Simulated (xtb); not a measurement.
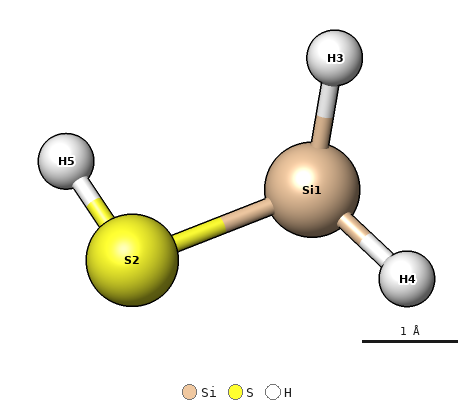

Figure 1. The input geometry (ball-and-stick view, seen on its broad side; atoms are numbered from 1 in the order of the input).

SiH3S: property calculation

System: SiH3S, multiplicity 4, SMILES [SiH2]S.
Method: GFN2-xTB, GBSA solvent thf (xtb 6.7.1).

The geometry comes from this level: PBE0-D4/def2-TZVP.

Log
```
* xtb version 6.7.1
$$$$$$$$$$$$$$$$$$$$$$$$$$$$$$$$$$$$$$$$$$$$$$$$$$$$$$$$$$$$$$$$$$$$$$$$
 CONSTRAINTS & SCANS: DEBUG SECTION
$$$$$$$$$$$$$$$$$$$$$$$$$$$$$$$$$$$$$$$$$$$$$$$$$$$$$$$$$$$$$$$$$$$$$$$$
   ID    Z sym.   atoms
    1   14 Si     1
    2   16 S      2
    3    1 H      3-5
$$$$$$$$$$$$$$$$$$$$$$$$$$$$$$$$$$$$$$$$$$$$$$$$$$$$$$$$$$$$$$$$$$$$$$$$

           -------------------------------------------------
          |                Calculation Setup                |
           -------------------------------------------------

          program call               : xtb geom.xyz --uhf 3 --gbsa thf --gfn 2 -v --fod --parallel 1
          coordinate file            : geom.xyz
          xtbhome directory          : .
          path for xtb               : [file]
          xcontrol input file        : geom.xyz
          omp threads                :                     1

           -------------------------------------------------
          |                 G F N 2 - x T B                 |
           -------------------------------------------------

      * Hamiltonian:
        H0-scaling (s, p, d)           1.850000    2.230000    2.230000
        zeta-weighting                 0.500000
      * Dispersion:
        s8                             2.700000
        a1                             0.520000
        a2                             5.000000
        s9                             5.000000
      * Repulsion:
        kExp                           1.500000    1.000000
        rExp                           1.000000
      * Coulomb:
        alpha                          2.000000
        third order                    shell-resolved
        anisotropic                    true
        a3                             3.000000
        a5                             4.000000
        cn-shift                       1.200000
        cn-exp                         4.000000
        max-rad                        5.000000

      * Solvation model:               GBSA
        Solvent                        thf
        Parameter file                 internal GFN2-xTB/GBSA
        Dielectric constant                7.6000E+00
        Reference state                gsolv [1 M gas/solution]
        Free energy shift                  3.3994E-03 Eh       2.1331E+00 kcal/mol
        Temperature                        2.9815E+02 K
        Density                            8.8300E-01 kg/L
        Solvent mass                       7.2106E+01 g/mol
        Interaction kernel             Still
        Born radius scaling (c1)           1.5128E+00
        Born radii integrator          GBOBC
        Born offset                        6.0704E-04 a0       1.1471E-03 AA
        H-bond correction              true
        Ion screening                  false
        Surface tension                    1.0000E-05 Eh       1.5569E+01 dyn/cm
        Grid points                               230 per atom

          ...................................................
          :                      SETUP                      :
          :.................................................:
          :  # basis functions                  23          :
          :  # atomic orbitals                  21          :
          :  # shells                            9          :
          :  # electrons                        13          :
          :  max. iterations                   250          :
          :  Hamiltonian                  GFN2-xTB          :
          :  restarted?                      false          :
          :  GBSA solvation                   true          :
          :  PC potential                    false          :
          :  electronic temp.         5000.0000000     K    :
          :  accuracy                    1.0000000          :
          :  -> integral cutoff          0.2500000E+02      :
          :  -> integral neglect         0.1000000E-07      :
          :  -> SCF convergence          0.1000000E-05 Eh   :
          :  -> wf. convergence          0.1000000E-03 e    :
          :  Broyden damping             0.4000000          :
          :  net charge                          0          :
          :  unpaired electrons                  3          :
          ...................................................

 iter      E             dE          RMSdq      gap      omega  full diag
   1     -6.3205820 -0.632058E+01  0.846E+00    0.61       0.0  T
   2     -6.3252233 -0.464123E-02  0.542E+00    0.57       1.0  T
   3     -6.3259556 -0.732383E-03  0.243E+00    0.54       1.0  T
   4     -6.3253347  0.620915E-03  0.138E+00    0.61       1.0  T
   5     -6.3251642  0.170530E-03  0.111E+00    0.49       1.0  T
   6     -6.3268499 -0.168570E-02  0.210E-01    0.53       1.0  T
   7     -6.3268318  0.180513E-04  0.122E-01    0.54       1.0  T
   8     -6.3268515 -0.196061E-04  0.400E-02    0.53       1.1  T
   9     -6.3268545 -0.305754E-05  0.124E-02    0.53       3.6  T
  10     -6.3268545 -0.218371E-07  0.746E-03    0.53       6.0  T
  11     -6.3268546 -0.375061E-07  0.281E-03    0.53      15.9  T
  12     -6.3268546 -0.889148E-08  0.364E-04    0.53     122.7  T
  13     -6.3268546 -0.149365E-10  0.235E-04    0.53     190.1  T

   *** convergence criteria satisfied after 13 iterations ***

         #    Occupation            Energy/Eh            Energy/eV
      -------------------------------------------------------------
         1        2.0000           -0.7387615             -20.1027
         2        2.0000           -0.6432067             -17.5025
         3        1.9949           -0.4951947             -13.4749
         4        1.7609           -0.4299030             -11.6983
         5        1.7179           -0.4263676             -11.6021
         6        1.5257           -0.4132051             -11.2439
         7        0.9992           -0.2911181              -7.9217
         8        0.5281           -0.1876035              -5.1050 (HOMO)
         9        0.2479           -0.1682503              -4.5783 (LUMO)
        10        0.2044           -0.1642981              -4.4708
        11        0.0201           -0.1242507              -3.3810
        12        0.0004           -0.0634249              -1.7259
        13        0.0003           -0.0572804              -1.5587
       ...           ...                  ...                  ...
        21                          0.6721201              18.2893
      -------------------------------------------------------------
                  HL-Gap            0.0193532 Eh            0.5266 eV
             Fermi-level           -0.2986975 Eh           -8.1280 eV

 SCC (total)                   0 d,  0 h,  0 min,  0.003 sec
 SCC setup                      ...        0 min,  0.000 sec (  4.533%)
 Dispersion                     ...        0 min,  0.000 sec (  0.646%)
 classical contributions        ...        0 min,  0.000 sec (  0.168%)
 integral evaluation            ...        0 min,  0.000 sec ( 13.342%)
 iterations                     ...        0 min,  0.002 sec ( 61.343%)
 molecular gradient             ...        0 min,  0.000 sec ( 17.262%)
 printout                       ...        0 min,  0.000 sec (  2.302%)

         :::::::::::::::::::::::::::::::::::::::::::::::::::::
         ::                     SUMMARY                     ::
         :::::::::::::::::::::::::::::::::::::::::::::::::::::
         :: total energy              -6.294476820703 Eh    ::
         :: w/o Gsasa/hb/shift        -6.292248757045 Eh    ::
         :: gradient norm              0.087513981837 Eh/a0 ::
         :: HOMO-LUMO gap              0.526627325493 eV    ::
         ::.................................................::
         :: HOMO orbital eigv.        -5.104950806054 eV    ::
         :: LUMO orbital eigv.        -4.578323480561 eV    ::
         ::.................................................::
         :: SCC energy                -6.326854444623 Eh    ::
         :: -> isotropic ES            0.007931716020 Eh    ::
         :: -> anisotropic ES         -0.003437130231 Eh    ::
         :: -> anisotropic XC         -0.002858942576 Eh    ::
         :: -> dispersion             -0.002280244705 Eh    ::
         :: -> Gsolv                  -0.003875851240 Eh    ::
         ::    -> Gelec               -0.001647787582 Eh    ::
         ::    -> Gsasa               -0.005148926376 Eh    ::
         ::    -> Ghb                 -0.000478502340 Eh    ::
         ::    -> Gshift               0.003399365057 Eh    ::
         :: repulsion energy           0.032377623921 Eh    ::
         :: add. restraining           0.000000000000 Eh    ::
         :: total charge               0.000000000690 e     ::
         ::.................................................::
         :: atomisation energy         0.542438024721 Eh    ::
         :::::::::::::::::::::::::::::::::::::::::::::::::::::

           -------------------------------------------------
          |                Property Printout                |
           -------------------------------------------------

    * Orbital Energies and Occupations

         #    Occupation            Energy/Eh            Energy/eV
      -------------------------------------------------------------
         1        2.0000           -0.7387615             -20.1027
         2        2.0000           -0.6432067             -17.5025
         3        1.9949           -0.4951947             -13.4749
         4        1.7609           -0.4299030             -11.6983
         5        1.7179           -0.4263676             -11.6021
         6        1.5257           -0.4132051             -11.2439
         7        0.9992           -0.2911181              -7.9217
         8        0.5281           -0.1876035              -5.1050 (HOMO)
         9        0.2479           -0.1682503              -4.5783 (LUMO)
        10        0.2044           -0.1642981              -4.4708
        11        0.0201           -0.1242507              -3.3810
        12        0.0004           -0.0634249              -1.7259
        13        0.0003           -0.0572804              -1.5587
        14        0.0000           -0.0285816              -0.7777
        15        0.0000           -0.0238116              -0.6479
        16        0.0000            0.0336181               0.9148
        17        0.0000            0.0404811               1.1015
        18                          0.3393389               9.2339
        19                          0.5666742              15.4200
       ...                                ...                  ...
        21                          0.6721201              18.2893
      -------------------------------------------------------------
                  HL-Gap            0.0193532 Eh            0.5266 eV
             Fermi-level           -0.2986975 Eh           -8.1280 eV

     #   Z          covCN         q      C6AA      α(0)
     1  14          2.696     0.257   186.055    29.957
     2  16          1.798    -0.367   157.141    21.099
     3   1          0.909    -0.003     3.112     2.759
     4   1          0.911    -0.003     3.108     2.758
     5   1          0.922     0.115     1.654     2.011

 Mol. C6AA /au·bohr⁶  :        945.181892
 Mol. C8AA /au·bohr⁸  :      47603.961274
 Mol. α(0) /au        :         58.584386

NFOD :     1.9474

 Loewdin FODpop      n(s)   n(p)   n(d)
     1      0.7739   0.002  0.458  0.313
     2      0.8994   0.004  0.699  0.196
     3      0.1005   0.101  0.000  0.000
     4      0.1078   0.108  0.000  0.000
     5      0.0658   0.066  0.000  0.000

Wiberg/Mayer (AO) data.
largest (>0.10) Wiberg bond orders for each atom

 ---------------------------------------------------------------------------
     #   Z sym  total        # sym  WBO       # sym  WBO       # sym  WBO
 ---------------------------------------------------------------------------
     1  14      2.063 --     3      0.746     4      0.739     2      0.563
     2  16      1.500 --     5      0.866     1      0.563
     3   1      0.811 --     1      0.746
     4   1      0.800 --     1      0.739
     5   1      0.879 --     2      0.866
 ---------------------------------------------------------------------------

Topologies differ in total number of bonds
Writing topology from bond orders to xtbtopo.mol

molecular dipole:
                 x           y           z       tot (Debye)
 q only:        0.078      -1.015       0.144
   full:       -0.030      -0.377       0.473       1.539
molecular quadrupole (traceless):
                xx          xy          yy          xz          yz          zz
 q only:        1.422       0.459      -1.826       0.545       1.459       0.404
  q+dip:        3.547       1.314      -5.329       1.222       0.489       1.781
   full:        2.760       1.924      -3.478       1.003       0.895       0.718

FOD written to file: 'fod.cub'

 cube_pthr     :   0.050
 cube_step     :   0.400
 cube_boundoffset     :   3.000
 non-zero P (%):  13.043   nmat:      36
 Grid Boundaries (x y z) :
   5.6603564382406564        5.6569549312163385        5.0276761317177323
  -5.7217725372908204       -5.3750077934229692       -4.7572563232845475
 Total # of points       20300
 writing fod.cub
 N    (numint) :  1.829
cpu  time for cube

           -------------------------------------------------
          | TOTAL ENERGY               -6.294476820703 Eh   |
          | GRADIENT NORM               0.087513981837 Eh/α |
          | HOMO-LUMO GAP               0.526627325493 eV   |
           -------------------------------------------------

------------------------------------------------------------------------
 unit  open   action     filename
   10 false : read       geom.xyz
   10 false : read       geom.xyz
   10 false : read       geom.xyz
   10 false : read       [file]
   10 false : written    charges
   10 false : written    fod
   10 false : written    wbo
   10 false : written    xtbtopo.mol
   10 false : written    fod.cub
   10 false : written    xtbrestart

------------------------------------------------------------------------
------------------------------------------------------------------------
 total:
 *  cpu-time:     0 d,  0 h,  0 min,  0.079 sec
 * ratio c/w:     1.000 speedup
 SCF:
 *  cpu-time:     0 d,  0 h,  0 min,  0.003 sec
 * ratio c/w:     1.000 speedup
```

File fod
```
0.77388492
    0.89943961
    0.10051793
    0.10775989
    0.06575058
```

Standard error
```
normal termination of xtb
```

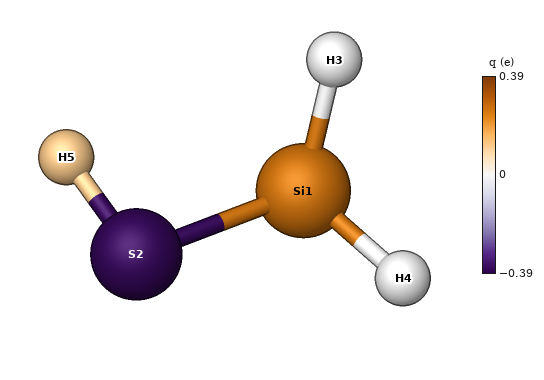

Figure 2. Mulliken charges, as the colour of each atom (ball-and-stick view, seen on its broad side; atoms are numbered from 1 in the order of the input). By element: Si +0.26, S −0.37 and H 0.00 to +0.12 e.

The run was set up as follows.

The input (geom.xyz)
```
5
start
Si    -0.09630000    -0.69400000    -0.30930000
S      0.27310000     1.40600000    -0.29450000
H     -0.09450000    -1.25680000     1.07300000
H     -1.44030000    -0.84320000    -0.92990000
H      1.40780000     1.31430000     0.41930000
```

Launch command:
```bash
xtb geom.xyz --uhf 3 --gbsa thf --gfn 2 -v --fod --parallel 1 > xtb.out 2> xtb.err
```

Results in brief

| quantity | value |
| --- | --- |
| outcome | converged |
| electrons treated | 13 |
| total energy | −6.294477 hartree |
| dispersion energy | −0.002280 hartree |
| solvation energy | −0.003876 hartree |
| basis functions | 23 |
| dipole moment | 1.54 D |
| hardware | 1 thread of Arm Neoverse V1, 24 GiB of memory available, shared host |
| peak memory | 0.077 GiB |
